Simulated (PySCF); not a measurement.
## CH₅OSi: energy and gradient calculation

- system: CH₅OSi, multiplicity 2, SMILES C[SiH]O
- method: HF/def2-SVP, UHF (PySCF 2.14.0)

The geometry comes from this level: PBE0-D4/def2-TZVP. Figures and captions count atoms from 1; the log counts them from 0 in places.

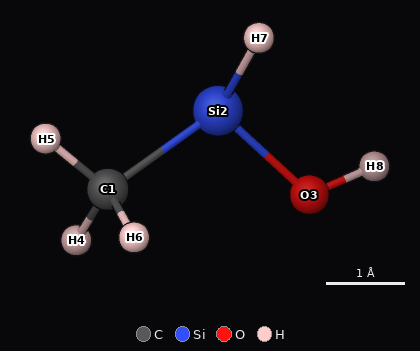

*The input geometry (ball-and-stick view, seen at a tilt; atoms are numbered from 1 in the order of the input).*

Bond lengths as drawn: C–H 1.09 Å, C–Si 1.86 Å, H–O 0.96 Å, H–Si 1.50 Å and O–Si 1.66 Å.

## The input (run.py)
```python
import pyscf.grad
from pyscf import gto, scf

mol = gto.M(
    atom='''
C     -1.300510     1.704155    -0.187839
Si     1.266683    -0.611137    -0.866250
O      0.380213    -3.313824     0.443330
H     -3.077608     1.113049    -1.052766
H     -0.802567     3.565913    -0.927667
H     -1.590394     1.864026     1.853254
H      3.731453     0.251145     0.244531
H      1.566394    -4.681230     0.388150
''',
    verbose=4,
    basis='def2-svp',
    max_memory=1860,
    unit='bohr',
    spin=1,
)

mf = scf.UHF(mol)
mf.conv_tol = 1e-10
mf.kernel()
if not mf.converged:
    mf = mf.newton().run(mf.mo_coeff, mf.mo_occ)

e_final = mf.e_tot
print(f'total energy: {e_final:.8f} hartree')
grad = mf.Gradients().kernel()
dip = mf.dip_moment()
pop, q = mf.mulliken_pop()
```

Command:
```bash
OMP_NUM_THREADS=1 python run.py
```

## Log
```
PySCF version 2.14.0

[INPUT] num. atoms = 8
[INPUT] num. electrons = 33
[INPUT] charge = 0
[INPUT] spin (= nelec alpha-beta = 2S) = 1
[INPUT] symmetry False subgroup None
[INPUT] Mole.unit = bohr
[INPUT] Symbol           X                Y                Z      unit          X                Y                Z       unit  Magmom
[INPUT]  1 C     -0.688200254574   0.901799989875  -0.099400118122 AA   -1.300510000000   1.704155000000  -0.187839000000 Bohr   0.0
[INPUT]  2 Si     0.670299777060  -0.323399773150  -0.458399758959 AA    1.266683000000  -0.611137000000  -0.866250000000 Bohr   0.0
[INPUT]  3 O      0.201200054896  -1.753600141800   0.234600132917 AA    0.380213000000  -3.313824000000   0.443330000000 Bohr   0.0
[INPUT]  4 H     -1.628600017745   0.589000165437  -0.557099775631 AA   -3.077608000000   1.113049000000  -1.052766000000 Bohr   0.0
[INPUT]  5 H     -0.424700166636   1.886999895723  -0.490900235723 AA   -0.802567000000   3.565913000000  -0.927667000000 Bohr   0.0
[INPUT]  6 H     -0.841600261184   0.986400079762   0.980699782846 AA   -1.590394000000   1.864026000000   1.853254000000 Bohr   0.0
[INPUT]  7 H      1.974599891219   0.132900210637   0.129400232563 AA    3.731453000000   0.251145000000   0.244531000000 Bohr   0.0
[INPUT]  8 H      0.828900008122  -2.477200235075   0.205400134419 AA    1.566394000000  -4.681230000000   0.388150000000 Bohr   0.0

nuclear repulsion = 108.449810185539
number of shells = 35
number of NR pGTOs = 119
number of NR cGTOs = 71
basis = def2-svp
ecp = {}

******** <class 'pyscf.scf.uhf.UHF'> ********
method = UHF
initial guess = minao
damping factor = 0
level_shift factor = 0
DIIS = <class 'pyscf.scf.diis.CDIIS'>
diis_start_cycle = 1
diis_space = 8
diis_damp = 0
SCF conv_tol = 1e-10
SCF conv_tol_grad = None
SCF max_cycles = 50
direct_scf = True
direct_scf_tol = 1e-13
number electrons alpha = 17  beta = 16
Set gradient conv threshold to 1e-05
init E= -404.419145583509
  alpha nocc = 17  HOMO = -0.100266994035714  LUMO = 0.0835445391084648
  beta  nocc = 16  HOMO = -0.348353617259447  LUMO = -0.100266994035714

WARN: HOMO -0.100266994035714 >= LUMO -0.100266994035714

cycle= 1 E= -404.326193820679  delta_E= 0.093  |g|= 0.366  |ddm|= 1.91
  alpha nocc = 17  HOMO = -0.29242453626695  LUMO = 0.170107248246161
  beta  nocc = 16  HOMO = -0.410888730908095  LUMO = 0.0510137594344284
  HOMO = -0.292424536267  LUMO = 0.0510137594344  gap/eV = 9.34543
cycle= 2 E= -404.379681545148  delta_E= -0.0535  |g|= 0.209  |ddm|= 0.446
  alpha nocc = 17  HOMO = -0.302450767248139  LUMO = 0.168810427407251
  beta  nocc = 16  HOMO = -0.438131097025193  LUMO = 0.0644955061030004
  HOMO = -0.302450767248  LUMO = 0.064495506103  gap/eV = 9.98512
cycle= 3 E= -404.397476597285  delta_E= -0.0178  |g|= 0.0413  |ddm|= 0.177
  alpha nocc = 17  HOMO = -0.307728446119659  LUMO = 0.175748093117055
  beta  nocc = 16  HOMO = -0.437308851780485  LUMO = 0.0775215601702337
  HOMO = -0.30772844612  LUMO = 0.0775215601702  gap/eV = 10.48319
cycle= 4 E= -404.399188020594  delta_E= -0.00171  |g|= 0.00894  |ddm|= 0.0774
  alpha nocc = 17  HOMO = -0.311086068717529  LUMO = 0.174978943009768
  beta  nocc = 16  HOMO = -0.439270338030115  LUMO = 0.0782672742595905
  HOMO = -0.311086068718  LUMO = 0.0782672742596  gap/eV = 10.59484
cycle= 5 E= -404.399337926222  delta_E= -0.00015  |g|= 0.00353  |ddm|= 0.0242
  alpha nocc = 17  HOMO = -0.311862201550272  LUMO = 0.175130317048656
  beta  nocc = 16  HOMO = -0.439643161342607  LUMO = 0.078778534387979
  HOMO = -0.31186220155  LUMO = 0.078778534388  gap/eV = 10.62988
cycle= 6 E= -404.399367766764  delta_E= -2.98e-05  |g|= 0.00131  |ddm|= 0.0117
  alpha nocc = 17  HOMO = -0.312040914744049  LUMO = 0.17516437159743
  beta  nocc = 16  HOMO = -0.439940563012666  LUMO = 0.0788415670014704
  HOMO = -0.312040914744  LUMO = 0.0788415670015  gap/eV = 10.63645
cycle= 7 E= -404.399371933458  delta_E= -4.17e-06  |g|= 0.000456  |ddm|= 0.00488
  alpha nocc = 17  HOMO = -0.311977634749576  LUMO = 0.175183396574333
  beta  nocc = 16  HOMO = -0.439909620355048  LUMO = 0.0788503044667141
  HOMO = -0.31197763475  LUMO = 0.0788503044667  gap/eV = 10.63497
cycle= 8 E= -404.399372302867  delta_E= -3.69e-07  |g|= 0.000183  |ddm|= 0.00131
  alpha nocc = 17  HOMO = -0.31195015685346  LUMO = 0.175182374445491
  beta  nocc = 16  HOMO = -0.439969245389691  LUMO = 0.0788263989513691
  HOMO = -0.311950156853  LUMO = 0.0788263989514  gap/eV = 10.63357
cycle= 9 E= -404.399372366262  delta_E= -6.34e-08  |g|= 6.87e-05  |ddm|= 0.000534
  alpha nocc = 17  HOMO = -0.31194948524382  LUMO = 0.175183153606856
  beta  nocc = 16  HOMO = -0.439984456037941  LUMO = 0.0788276617102799
  HOMO = -0.311949485244  LUMO = 0.0788276617103  gap/eV = 10.63359
cycle= 10 E= -404.399372377115  delta_E= -1.09e-08  |g|= 2.45e-05  |ddm|= 0.000281
  alpha nocc = 17  HOMO = -0.311947892200403  LUMO = 0.175184744054448
  beta  nocc = 16  HOMO = -0.439987667596797  LUMO = 0.0788302620712589
  HOMO = -0.3119478922  LUMO = 0.0788302620713  gap/eV = 10.63362
cycle= 11 E= -404.399372378487  delta_E= -1.37e-09  |g|= 8.24e-06  |ddm|= 0.00011
  alpha nocc = 17  HOMO = -0.311949176445986  LUMO = 0.175184842727491
  beta  nocc = 16  HOMO = -0.439988655968262  LUMO = 0.0788295287306884
  HOMO = -0.311949176446  LUMO = 0.0788295287307  gap/eV = 10.63363
cycle= 12 E= -404.399372378623  delta_E= -1.36e-10  |g|= 3.6e-06  |ddm|= 2.55e-05
  alpha nocc = 17  HOMO = -0.311948947603335  LUMO = 0.175184837638413
  beta  nocc = 16  HOMO = -0.439988432697597  LUMO = 0.0788297577472186
  HOMO = -0.311948947603  LUMO = 0.0788297577472  gap/eV = 10.63363
cycle= 13 E= -404.399372378646  delta_E= -2.32e-11  |g|= 1.81e-06  |ddm|= 1.04e-05
  alpha nocc = 17  HOMO = -0.311948990525596  LUMO = 0.175184910753035
  beta  nocc = 16  HOMO = -0.439988472275002  LUMO = 0.0788297033751961
  HOMO = -0.311948990526  LUMO = 0.0788297033752  gap/eV = 10.63363
```

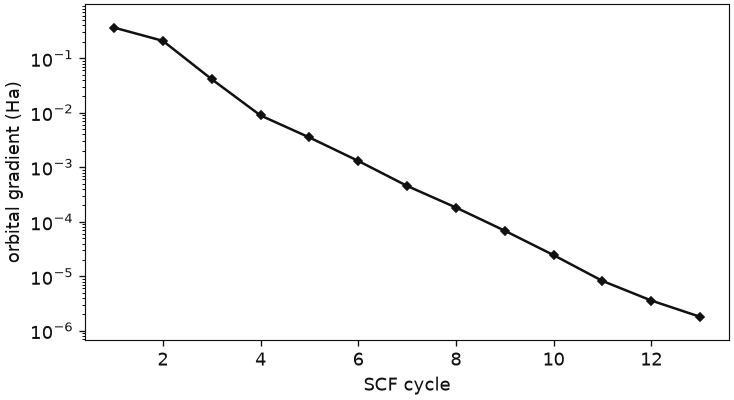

*Convergence of the self-consistent field: orbital gradient against the SCF cycle.*

The residual falls at every step.

```
Extra cycle  E= -404.39937237865  delta_E= -3.75e-12  |g|= 1.17e-06  |ddm|= 2.77e-06
converged SCF energy = -404.39937237865  <S^2> = 0.75282979  2S+1 = 2.0028278
total energy: -404.39937238 hartree

******** <class 'pyscf.grad.uhf.Gradients'> for <class 'pyscf.scf.uhf.UHF'> ********
unit = Eh/Bohr
--------------- UHF gradients ---------------
         x                y                z
0 C     0.0021615329    -0.0044099333     0.0004464919
1 Si    -0.0051336866    -0.0007730944    -0.0018738777
2 O    -0.0127094310     0.0153460911     0.0006690423
3 H     0.0000004948    -0.0001568951    -0.0004054026
4 H     0.0009358956    -0.0004041377    -0.0004435347
5 H     0.0000525272     0.0001061441     0.0008441002
6 H     0.0028653365     0.0007872911     0.0019260242
7 H     0.0118273307    -0.0104954658    -0.0011628436
----------------------------------------------
Dipole moment(X, Y, Z, Debye):  0.74587, -0.15799, -0.44805
 ** Mulliken pop       alpha | beta **
pop of  0 C 1s        0.99450 | 0.99446
pop of  0 C 2s        0.42318 | 0.41695
pop of  0 C 3s        0.16004 | 0.16940
pop of  0 C 2px       0.35198 | 0.34345
pop of  0 C 2py       0.35031 | 0.34136
pop of  0 C 2pz       0.33707 | 0.33509
pop of  0 C 3px       0.19876 | 0.19606
pop of  0 C 3py       0.18701 | 0.18961
pop of  0 C 3pz       0.17563 | 0.18904
pop of  0 C 3dxy      0.00237 | 0.00227
pop of  0 C 3dyz      0.00165 | 0.00148
pop of  0 C 3dz^2     0.00424 | 0.00368
pop of  0 C 3dxz      0.00206 | 0.00167
pop of  0 C 3dx2-y2    0.00215 | 0.00229
pop of  1 Si 1s        0.99972 | 0.99968
pop of  1 Si 2s        0.99580 | 0.99477
pop of  1 Si 3s        0.51420 | 0.41385
pop of  1 Si 4s        0.22566 | 0.03726
pop of  1 Si 2px       0.99047 | 0.99058
pop of  1 Si 2py       0.98994 | 0.98998
pop of  1 Si 2pz       0.99193 | 0.98795
pop of  1 Si 3px       0.21028 | 0.20897
pop of  1 Si 3py       0.17967 | 0.17270
pop of  1 Si 3pz       0.29467 | 0.05117
pop of  1 Si 4px       0.12180 | 0.12303
pop of  1 Si 4py       0.06601 | 0.05885
pop of  1 Si 4pz       0.35823 | 0.04227
pop of  1 Si 3dxy      0.04509 | 0.04574
pop of  1 Si 3dyz      0.02718 | 0.02694
pop of  1 Si 3dz^2     0.03390 | 0.01685
pop of  1 Si 3dxz      0.01706 | 0.01643
pop of  1 Si 3dx2-y2    0.03467 | 0.03512
pop of  2 O 1s        0.99541 | 0.99540
pop of  2 O 2s        0.52622 | 0.51946
pop of  2 O 3s        0.34342 | 0.34828
pop of  2 O 2px       0.48196 | 0.48003
pop of  2 O 2py       0.43392 | 0.43099
pop of  2 O 2pz       0.54444 | 0.48904
pop of  2 O 3px       0.33662 | 0.33955
pop of  2 O 3py       0.25177 | 0.25286
pop of  2 O 3pz       0.38358 | 0.39359
pop of  2 O 3dxy      0.00211 | 0.00211
pop of  2 O 3dyz      0.00060 | 0.00055
pop of  2 O 3dz^2     0.00082 | 0.00084
pop of  2 O 3dxz      0.00056 | 0.00060
pop of  2 O 3dx2-y2    0.00041 | 0.00039
pop of  3 H 1s        0.36934 | 0.36933
pop of  3 H 2s        0.08039 | 0.08380
pop of  3 H 2px       0.00755 | 0.00735
pop of  3 H 2py       0.00292 | 0.00300
pop of  3 H 2pz       0.00318 | 0.00324
pop of  4 H 1s        0.36996 | 0.37174
pop of  4 H 2s        0.08496 | 0.08654
pop of  4 H 2px       0.00277 | 0.00284
pop of  4 H 2py       0.00796 | 0.00784
pop of  4 H 2pz       0.00288 | 0.00291
pop of  5 H 1s        0.37471 | 0.36114
pop of  5 H 2s        0.08535 | 0.07926
pop of  5 H 2px       0.00246 | 0.00250
pop of  5 H 2py       0.00242 | 0.00232
pop of  5 H 2pz       0.00878 | 0.00886
pop of  6 H 1s        0.38980 | 0.35205
pop of  6 H 2s        0.22171 | 0.20180
pop of  6 H 2px       0.00392 | 0.00355
pop of  6 H 2py       0.00058 | 0.00068
pop of  6 H 2pz       0.00119 | 0.00126
pop of  7 H 1s        0.33048 | 0.33401
pop of  7 H 2s        0.02083 | 0.02499
pop of  7 H 2px       0.01307 | 0.01307
pop of  7 H 2py       0.01524 | 0.01508
pop of  7 H 2pz       0.00846 | 0.00822
In total            17.00000 | 16.00000
 ** Mulliken atomic charges   ( Nelec_alpha | Nelec_beta ) **
charge of  0C =     -0.37775  (     3.19095      3.18679 )
charge of  1Si =      0.69159  (     7.09627      6.21214 )
charge of  2O =     -0.55554  (     4.30185      4.25370 )
charge of  3H =      0.06991  (     0.46338      0.46671 )
charge of  4H =      0.05960  (     0.46854      0.47186 )
charge of  5H =      0.07219  (     0.47373      0.45408 )
charge of  6H =     -0.17655  (     0.61720      0.55935 )
charge of  7H =      0.21655  (     0.38808      0.39537 )
```

## Key numbers

| quantity | value |
| --- | --- |
| outcome | converged |
| total energy | −404.399372 hartree |
| basis functions | 71 |
| largest force | 1.025 eV/Å |
| ⟨S²⟩ | 0.753 |
| dipole moment | 0.88 D |
| hardware | 1 thread of Arm Neoverse V2, 24 GiB of memory available, shared host |
| wall time | 2.8 s |
| peak memory | 0.14 GiB |

## Notes

The record of the run, not the program, notes: logged alpha LUMO and gap are faulty.
